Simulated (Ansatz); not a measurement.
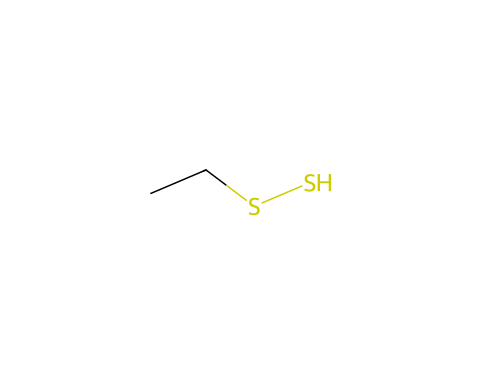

The computed structure is the end point of a PBE0-D4/def2-TZVP optimisation. Program: Ansatz 0.2.0.

At this fixed geometry, give dipole (D) at these levels: B3LYP-D4/def2-TZVPP; PBE-D4/def2-TZVPP; PBE0-D4/def2-TZVP; r2SCAN-D4/def2-TZVPP; ωB97M-V/def2-TZVPP.

```csv
level,dipole (D)
B3LYP-D4/def2-TZVPP,1.85
PBE-D4/def2-TZVPP,1.84
PBE0-D4/def2-TZVP,1.94
r2SCAN-D4/def2-TZVPP,1.95
ωB97M-V/def2-TZVPP,1.85
```
